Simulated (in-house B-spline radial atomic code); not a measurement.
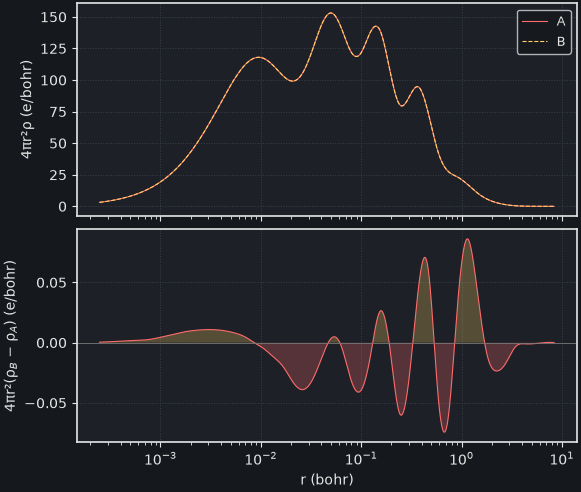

Tl⁺ (Z = 81, 80 electrons) in [Xe] 4f14 5d10 6s2 was computed by two methods: LC-wPBE; PW91. Both runs are scalar-relativistic, spin-polarised and spherical. Computed with an in-house B-spline radial code.

The plot shows both radial densities and the radial density of run B less that of run A; on the logarithmic r axis, areas aren't charges.

A is PW91 and B is LC-wPBE.

> Where does the charge move between the methods?

B holds 0.053 electrons more than A where the difference is positive (most at r = 1.1 bohr) and as many fewer where it is negative (most at r = 0.67 bohr), out of 80 electrons.
